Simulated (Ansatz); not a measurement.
Input file:

```
crystal:
  periodic: [false, false, false]
  atoms:
    - { symbol: Si, position_ang: [0.228252, 0.0, -0.064188] }
    - { symbol: H, position_ang: [0.150768, 0.0, 1.403479] }
    - { symbol: H, position_ang: [1.625081, 0.0, -0.549792] }
    - { symbol: F, position_ang: [-0.483753, 1.317511, -0.643594] }
    - { symbol: F, position_ang: [-0.483753, -1.317511, -0.643595] }
    - { symbol: F, position_ang: [-2.270876, -1.0e-06, 1.1828] }
    - { symbol: H, position_ang: [-1.653819, 2.0e-06, 1.868691] }
basis:
  gaussian: { orbitals: def2-SVP }
hamiltonian:
  xc: pbe0
  dispersion: d4
relax:
  f_tol: 0.03
  max_steps: 50
output:
  orbitals: {}
```

Command:

```sh
ansatz run input.yaml --threads 1 --pin off --max-ram 2048MiB --backend cpu --events-out ev --progress --plain --runs-dir out
```

The fields are those of the run's last geometry, not of the input's.

Method: RKS PBE0-D4/def2-SVP in Ansatz.

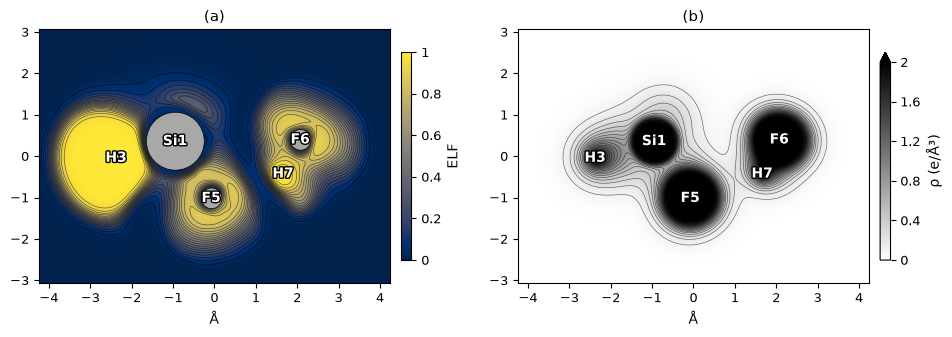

F2H2Si···HF. (a) electron localisation function; (b) total electron density on the plane of atoms H3, Si1 and F5. Grey discs cover the atomic cores in the ELF map.

> Describe what can be read from this map.

The section cuts through Si, H and F sites. F5···H7 (1.83 Å): the density falls to about 0.19 e/Å³ on the way; the ELF dips to about 0.10 between them; by its geometry a hydrogen bond between the two molecules, with no shared pair. Si–F (1.63 Å): the density is about 0.98 e/Å³ at the midpoint; the ELF peaks at about 0.85 in the valence shell of F, 0.6 Å from its nucleus, and is about 0.45 at the midpoint. F–H (0.93 Å): ρ at the midpoint is about 4.6 e/Å³; the ELF climbs to about 1 towards the hydrogen, as it does in any bond to H; a covalent bond by its length. Si–H (1.48 Å): ρ is about 0.82 e/Å³ halfway; the ELF climbs to about 1 towards the hydrogen. The ELF also peaks beside F5 and F6, away from the bonds: lone-pair regions.
